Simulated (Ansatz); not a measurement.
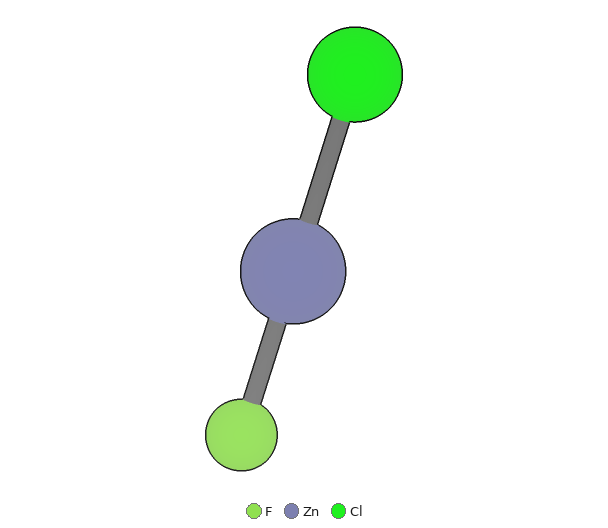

The geometry was computed by an optimisation with PBE-D4/def2-SVP. No frequency run is at hand to confirm it as a minimum. Level of theory: RKS PBE-D4/def2-SVP (Ansatz 0.2.0).

Question: What is the dipole moment?

Answer: 0.24 D.
